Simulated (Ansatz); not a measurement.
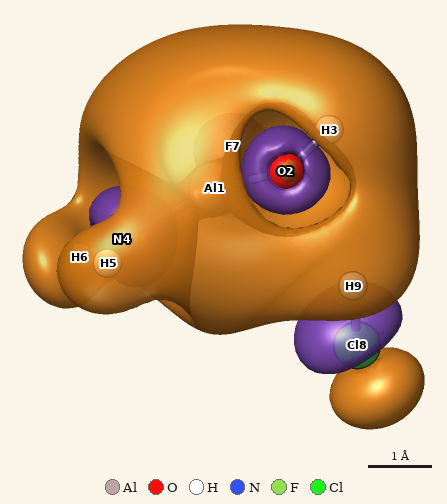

The picture shows: AlFH3NO···HCl. The LUMO at ±0.06 Å⁻³ᐟ² (orange and purple are the two phases), seen at a tilt.

Not at a stationary point (largest force 1.0 eV/Å).

The calculation used RKS LDA/def2-SVP (Ansatz 0.2.0).

The calculation's input:

```
crystal:
  periodic: [false, false, false]
  atoms:
    - { symbol: Al, position_ang: [0.0, 0.0, 0.0] }
    - { symbol: O, position_ang: [0.0, 0.0, 2.13] }
    - { symbol: H, position_ang: [-0.9095, -0.2814, 2.4671] }
    - { symbol: "N", position_ang: [1.6627, 0.0, -0.96] }
    - { symbol: H, position_ang: [2.1293, -0.9179, -1.2118] }
    - { symbol: H, position_ang: [2.1141, 0.9179, -1.2382] }
    - { symbol: F, position_ang: [-1.4635, 0.0, -0.845] }
    - { symbol: Cl, position_ang: [0.1134, 2.3983, 0.7978] }
    - { symbol: H, position_ang: [0.0597, 1.263, 1.9417] }
basis:
  gaussian: { orbitals: def2-SVP }
hamiltonian:
  xc: lda
relax:
  f_tol: 0.15
  max_steps: 25
  restrain:
    - { distance: [0, 7], at: 3.43, k: 30.0 }
    - { distance: [8, 1], at: 2.21, k: 30.0 }
    - { distance: [0, 1], at: 1.78, k: 30.0 }
    - { distance: [8, 7], at: 1.37, k: 30.0 }
output:
  orbitals: {}
```

Launched as:

```sh
ansatz run input.yaml --threads 2 --pin off --max-ram 3072MiB --backend cpu --events-out ev --progress --plain --runs-dir out
```

The fields are those of the run's last geometry, not of the input's.

Question: What is the character of this orbital?

Answer: It lies mainly on Al1 (about 45 %), O2 (about 10 %), Cl8 (about 10 %), N4 (about 10 %), H3 (about 10 %) and F7 (about 5 %). Its energy is −1.33 eV.
